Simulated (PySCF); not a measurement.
# Energy and gradient calculation of GeAsH5O

System: GeAsH5O, SMILES O[AsH][GeH3].
Method: PBE0/def2-SVP, RKS (PySCF 2.14.0).

The geometry comes from this level: PBE0-D4/def2-TZVP. Figures and captions count atoms from 1; the log counts them from 0 in places.

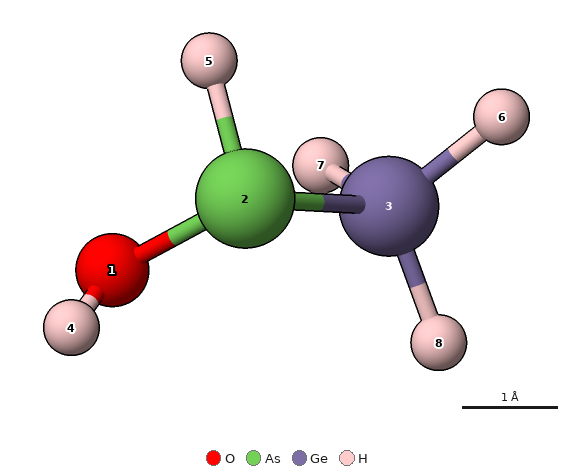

The input geometry (ball-and-stick view, seen at a tilt; atoms are numbered from 1 in the order of the input). Sticks mark near contacts. Bond lengths as drawn: As–Ge 2.43 Å, As–H 1.53 Å, As–O 1.81 Å, Ge–H 1.54 Å and H–O 0.96 Å.

The input (run.py):
```python
import pyscf.grad
from pyscf import gto, dft

system = gto.Mole()
system.atom = [
    ('O', (-1.428900, 0.407800, -1.289900)),
    ('As', (-0.567500, 1.213400, 0.086000)),
    ('Ge', (0.757400, -0.736100, 0.684300)),
    ('H', (-2.345200, 0.695100, -1.268000)),
    ('H', (0.576500, 1.787600, -0.751900)),
    ('H', (1.917300, -0.281200, 1.588600)),
    ('H', (1.313000, -1.426000, -0.569800)),
    ('H', (-0.130700, -1.717700, 1.465000)),
]
system.basis = 'def2-svp'
system.verbose = 3
system.spin = 0
system.max_memory = 1860
system.build()

myscf = dft.RKS(system)
myscf.xc = 'pbe0'
myscf.conv_tol = 1e-10
myscf.grids.level = 5
myscf.kernel()
if not myscf.converged:
    myscf = myscf.newton().run(myscf.mo_coeff, myscf.mo_occ)

energy = myscf.e_tot
print('Final energy', energy)
grad = myscf.Gradients().kernel()
myscf.analyze()
```

Run on 1 thread of Intel Xeon @ 2.50GHz (Skylake/Cascade Lake), 16 GiB of memory available, shared host.

Command:
```bash
OMP_NUM_THREADS=1 python run.py
```

Output:
```
converged SCF energy = -4389.8890527001
Final energy -4389.8890527001
--------------- RKS gradients ---------------
         x                y                z
0 O    -0.0022351094     0.0026164234     0.0017309633
1 As    -0.0005220294    -0.0011376655    -0.0006934838
2 Ge     0.0007163855    -0.0008609170     0.0003573795
3 H     0.0034022527    -0.0009802186    -0.0006826863
4 H    -0.0008286584    -0.0006846289    -0.0003826905
5 H    -0.0007582869    -0.0000401586    -0.0006178331
6 H    -0.0002221139     0.0004567073     0.0005853643
7 H     0.0004399211     0.0006294442    -0.0002961552
----------------------------------------------
**** MO energy ****
MO #1   energy= -426.19475006038   occ= 2
MO #2   energy= -399.056023544886  occ= 2
MO #3   energy= -53.9723468447535  occ= 2
MO #4   energy= -49.8993227423805  occ= 2
MO #5   energy= -48.233870705968   occ= 2
MO #6   energy= -48.2328267298879  occ= 2
MO #7   energy= -48.2319903032601  occ= 2
MO #8   energy= -44.3935492946197  occ= 2
MO #9   energy= -44.3930584475433  occ= 2
MO #10  energy= -44.3929357573687  occ= 2
MO #11  energy= -19.2124950213527  occ= 2
MO #12  energy= -7.07906601488802  occ= 2
MO #13  energy= -6.28196296880688  occ= 2
MO #14  energy= -5.12432087956439  occ= 2
MO #15  energy= -5.12010775418672  occ= 2
MO #16  energy= -5.1168186189143   occ= 2
MO #17  energy= -4.43943297822701  occ= 2
MO #18  energy= -4.43814063636656  occ= 2
MO #19  energy= -4.43780122728091  occ= 2
MO #20  energy= -1.68604533175144  occ= 2
MO #21  energy= -1.68397271392758  occ= 2
MO #22  energy= -1.68146431443797  occ= 2
MO #23  energy= -1.6781543646696   occ= 2
MO #24  energy= -1.67700856991598  occ= 2
MO #25  energy= -1.23487295011124  occ= 2
MO #26  energy= -1.23469471665547  occ= 2
MO #27  energy= -1.23452443236421  occ= 2
MO #28  energy= -1.23224228392642  occ= 2
MO #29  energy= -1.2320656758671   occ= 2
MO #30  energy= -1.00552882549034  occ= 2
MO #31  energy= -0.648145222906427 occ= 2
MO #32  energy= -0.551369322649361 occ= 2
MO #33  energy= -0.474366924006604 occ= 2
MO #34  energy= -0.401893641281344 occ= 2
MO #35  energy= -0.369283907516137 occ= 2
MO #36  energy= -0.355575543274393 occ= 2
MO #37  energy= -0.350975587987815 occ= 2
MO #38  energy= -0.291434953016745 occ= 2
MO #39  energy= -0.2591286824361   occ= 2
MO #40  energy= -0.0172170508895308 occ= 0
MO #41  energy= 0.0175006581588186 occ= 0
MO #42  energy= 0.0398345931830564 occ= 0
MO #43  energy= 0.0608260276629982 occ= 0
MO #44  energy= 0.0736216168367627 occ= 0
MO #45  energy= 0.0894563086551758 occ= 0
MO #46  energy= 0.109600619912038  occ= 0
MO #47  energy= 0.224515099266365  occ= 0
MO #48  energy= 0.293043323737074  occ= 0
MO #49  energy= 0.304118191721154  occ= 0
MO #50  energy= 0.311006192974397  occ= 0
MO #51  energy= 0.314777958184078  occ= 0
MO #52  energy= 0.329484871074901  occ= 0
MO #53  energy= 0.352588389419325  occ= 0
MO #54  energy= 0.400277485091441  occ= 0
MO #55  energy= 0.438380357924429  occ= 0
MO #56  energy= 0.459746029100467  occ= 0
MO #57  energy= 0.486715293858455  occ= 0
MO #58  energy= 0.499753185455645  occ= 0
MO #59  energy= 0.519027988319748  occ= 0
MO #60  energy= 0.556939123274976  occ= 0
MO #61  energy= 0.574001139776162  occ= 0
MO #62  energy= 0.60263628020017   occ= 0
MO #63  energy= 0.614936098806539  occ= 0
MO #64  energy= 0.670114771843     occ= 0
MO #65  energy= 0.719485993063516  occ= 0
MO #66  energy= 0.832532594754066  occ= 0
MO #67  energy= 0.887688069439879  occ= 0
MO #68  energy= 0.914719275150234  occ= 0
MO #69  energy= 0.965463117136821  occ= 0
MO #70  energy= 1.03469062307237   occ= 0
MO #71  energy= 1.05575427920396   occ= 0
MO #72  energy= 1.14983028461488   occ= 0
MO #73  energy= 1.33993345455079   occ= 0
MO #74  energy= 1.37604429080359   occ= 0
MO #75  energy= 1.46512356899368   occ= 0
MO #76  energy= 1.51119476646108   occ= 0
MO #77  energy= 1.51669697162237   occ= 0
MO #78  energy= 1.55111699492026   occ= 0
MO #79  energy= 1.59035580362294   occ= 0
MO #80  energy= 1.63854681244302   occ= 0
MO #81  energy= 1.71650002864856   occ= 0
MO #82  energy= 1.76034666821902   occ= 0
MO #83  energy= 1.77148520456604   occ= 0
MO #84  energy= 1.89520677854955   occ= 0
MO #85  energy= 1.90966714973962   occ= 0
MO #86  energy= 1.91953224668714   occ= 0
MO #87  energy= 1.98211879211701   occ= 0
MO #88  energy= 2.23734309040674   occ= 0
MO #89  energy= 2.46067338688496   occ= 0
MO #90  energy= 2.46671302358601   occ= 0
MO #91  energy= 2.61855437056829   occ= 0
MO #92  energy= 2.63694977695549   occ= 0
MO #93  energy= 2.71580885973386   occ= 0
MO #94  energy= 2.71835528124721   occ= 0
MO #95  energy= 2.81862583870574   occ= 0
MO #96  energy= 2.85972927673173   occ= 0
MO #97  energy= 2.87048727178955   occ= 0
MO #98  energy= 2.92906946776562   occ= 0
MO #99  energy= 2.95395464309168   occ= 0
MO #100 energy= 3.02001716952788   occ= 0
MO #101 energy= 3.03931475843321   occ= 0
MO #102 energy= 3.05677453502163   occ= 0
MO #103 energy= 3.72636385763493   occ= 0
 ** Mulliken atomic charges  **
charge of    0O =     -0.66597
charge of    1As =      0.31239
charge of    2Ge =      0.19786
charge of    3H =      0.31994
charge of    4H =     -0.02205
charge of    5H =     -0.05318
charge of    6H =     -0.04057
charge of    7H =     -0.04842
Dipole moment(X, Y, Z, Debye): -0.60409,  0.64164,  0.57911
```

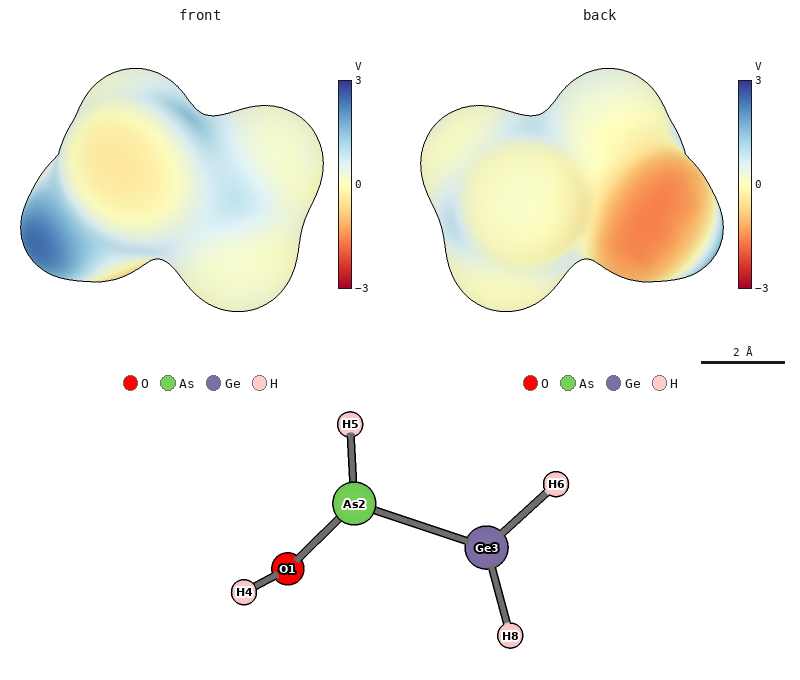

The molecular electrostatic potential painted on the density surface at 0.002 e/bohr³, seen face on and from behind; red is negative and blue positive. The bare structure is drawn below in the same view. Its dipole moment is 1.05 D.

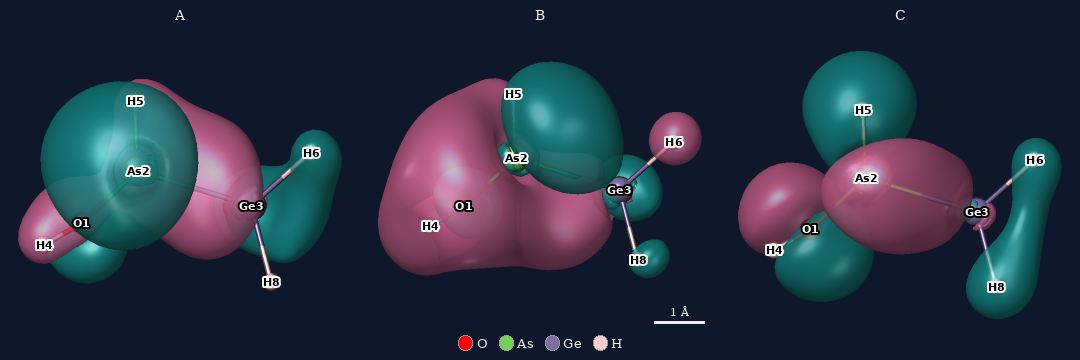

Three frontier orbitals at ±0.08 Å⁻³ᐟ² (teal and pink are the two phases). C is the HOMO−1 (−7.93 eV). By Hirshfeld shares it lies mainly on O1 (45 %), As2 (25 %), H5 (15 %) and Ge3 (10 %). A is the HOMO (−7.05 eV). B is the LUMO (−0.47 eV). By Hirshfeld shares it lies mainly on As2 (50 %), O1 (15 %) and Ge3 (15 %). The HOMO–LUMO gap is 6.58 eV between the orbital energies.

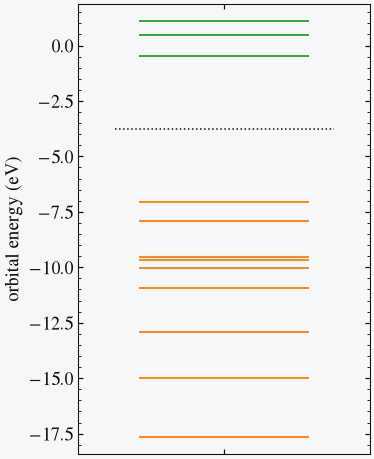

Orbital energies near the frontier; the dotted line parts filled from empty levels, and levels within 0.02 eV of each other stand side by side. Highest filled −7.05 eV, lowest empty −0.47 eV, 6.58 eV apart.

Results in brief:

```json
{"quantity": "outcome", "value": "converged"}
{"quantity": "total energy", "value": "−4389.889053 hartree"}
{"quantity": "basis functions", "value": "103"}
{"quantity": "largest force", "value": "0.198 eV/Å"}
{"quantity": "HOMO", "value": "−7.05 eV"}
{"quantity": "LUMO", "value": "−0.47 eV"}
{"quantity": "dipole moment", "value": "1.05 D"}
{"quantity": "wall time", "value": "48 s"}
{"quantity": "peak memory", "value": "1 GiB"}
```
